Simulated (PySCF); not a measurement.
SMILES C=Cc1ccc([Si](F)(F)F)s1 (C6H5F3SSi) at its GFN2-xTB optimised geometry (Å):

```
16

C     -2.2901    -2.4977    -0.0052
C     -0.9613    -2.5428    -0.0003
C     -0.0987    -1.3911     0.0000
C      1.2752    -1.3911     0.0000
C      1.8286    -0.1054     0.0000
C      0.8896     0.8971     0.0000
Si     1.1853     2.7201     0.0005
F      2.7329     3.0693    -0.0285
F      0.6082     3.4876     1.2644
F      0.5567     3.4938    -1.2345
S     -0.7142     0.2294     0.0001
H     -2.8213    -1.5600    -0.0092
H     -2.8855    -3.3931    -0.0052
H     -0.4442    -3.4938     0.0033
H      1.8609    -2.2930    -0.0002
H      2.8855     0.0933    -0.0004
```

Calculation: PBE0/def2-TZVP (PySCF). Cells within 0.4 Å of a nucleus heavier than hydrogen are left out (blank, or x).

Map of the electrostatic potential (hartree/e), clipped to [-0.08, 0.12] on the plane z = 0.0 Å:

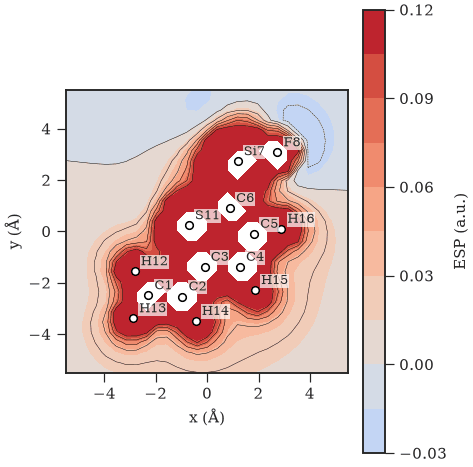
Fig. 1. Electrostatic potential (hartree/e), clipped to [-0.08, 0.12] on the plane z = 0.0 Å.
